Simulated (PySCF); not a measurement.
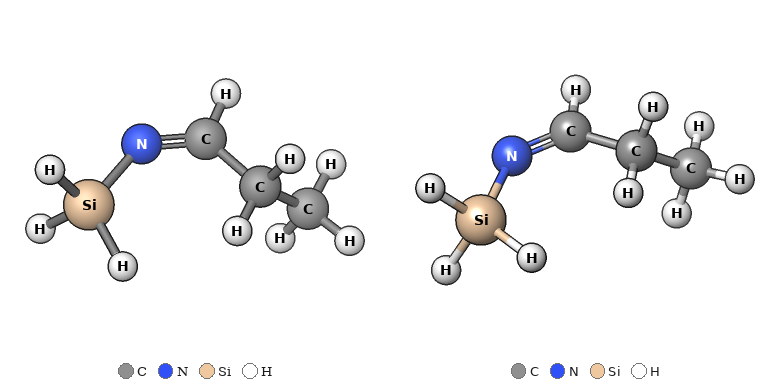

Two views of one molecule.

Description:

The molecule is C₃H₉NSi. Its SMILES string is `CC/C=N\[SiH3]`. It has no ring. Among its groups: imine, Si–H bond, Si–N bond. The point group is C1. Coordination: 2 C tetrahedral; 1 C trigonal planar; 1 N bent; 1 Si tetrahedral.

The parts below concern this one geometry. Atoms keep their numbers from picture to picture. The geometry was computed by an optimisation with PBE0-D3(BJ)/def2-SVP. No frequency run is at hand to confirm it as a minimum.

**Dipole moment**

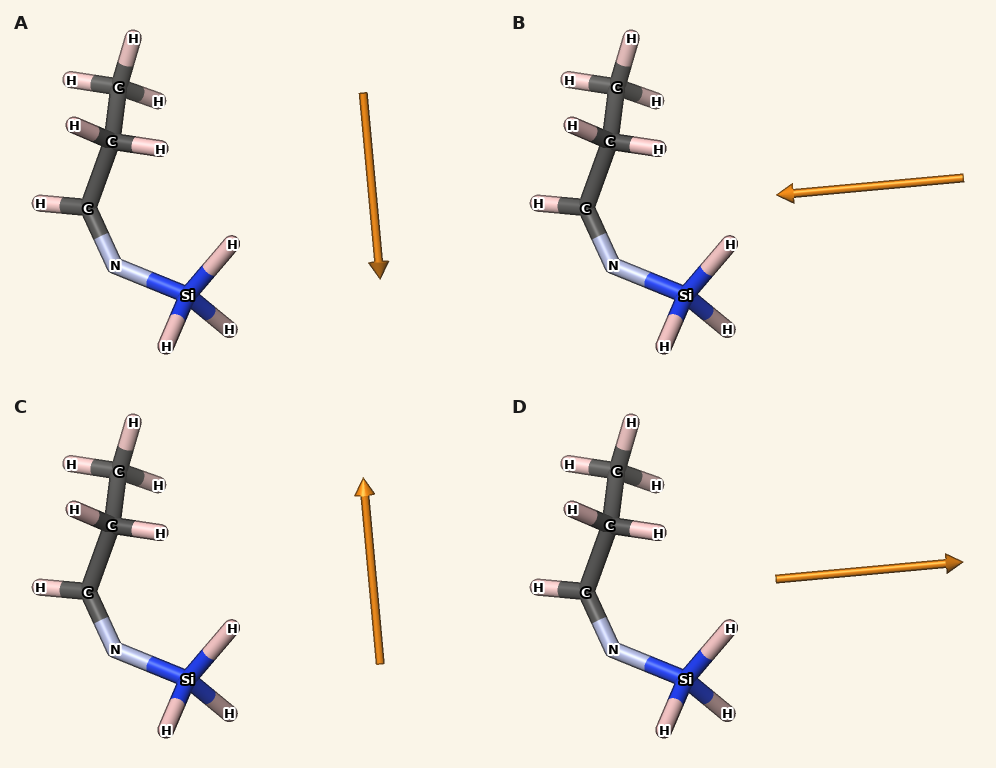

The same molecule four times, each with an arrow. No frequency run is at hand to confirm it as a minimum. Properties computed with PBE0/def2-SVP, gas phase (PySCF 2.14.0).

**Which arrow points along the dipole moment, from the negative to the positive end?**

C. The dipole moment is 2.22 D.

**Levels of theory compared**

No frequency run is at hand to confirm it as a minimum. Program: PySCF 2.14.0.

Tabulate polarisability (bohr³) at these levels: B3LYP/def2-SVPD; BHandHLYP/def2-SVPD; CAM-B3LYP/def2-SVPD; HF/def2-SVPD; LC-wPBE/def2-SVPD; LDA/def2-SVPD; PBE/def2-SVPD; PBE0/6-31G*; PBE0/def2-SVP; PBE0/def2-SVPD; PBE0/def2-TZVP; ωB97X-D/def2-SVPD.

| level | polarisability (bohr³) |
| --- | --- |
| B3LYP/def2-SVPD | 75.6 |
| BHandHLYP/def2-SVPD | 72.6 |
| CAM-B3LYP/def2-SVPD | 74.2 |
| HF/def2-SVPD | 69.7 |
| LC-wPBE/def2-SVPD | 72.3 |
| LDA/def2-SVPD | 80.2 |
| PBE/def2-SVPD | 78.4 |
| PBE0/6-31G* | 61.6 |
| PBE0/def2-SVP | 65.6 |
| PBE0/def2-SVPD | 75.1 |
| PBE0/def2-TZVP | 72.4 |
| ωB97X-D/def2-SVPD | 74.3 |

**Excitation**

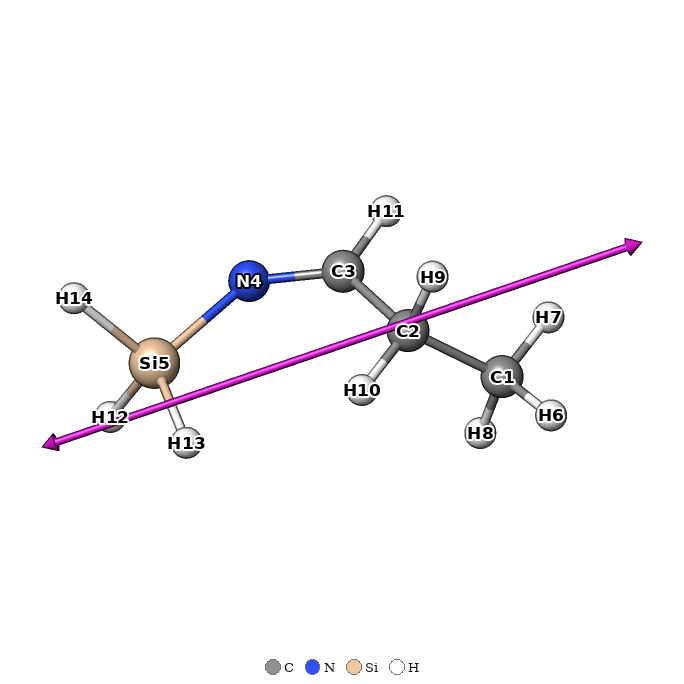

The double arrow shows the direction of the transition dipole to excited singlet state 5 (its length means nothing). No frequency run is at hand to confirm it as a minimum. Method: TDDFT LDA/def2-SVPD, vertical, gas phase, core orbitals frozen in the response (PySCF 2.14.0).

**Give its energy, strength and character.**

6.20 eV (200 nm), oscillator strength 0.047, mainly HOMO−2 → LUMO (weight 0.75); transition dipole 1.42 D.
